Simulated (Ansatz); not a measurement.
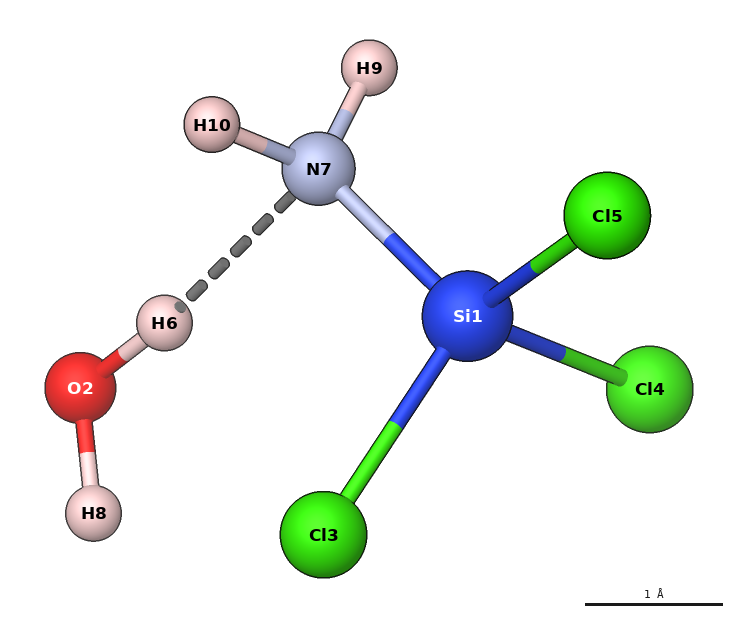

Broken lines mark hydrogen bonds. The geometry was computed by an optimisation with PBE0-D4/def2-TZVP.

Tabulate the hydrogen bonds (donors O, N, F, S, Cl) with their geometry.

```csv
D–H···A,D–H (Å),H···A (Å),angle (°),kind
O2–H6···N7,0.97,2.10,173,intermolecular
```
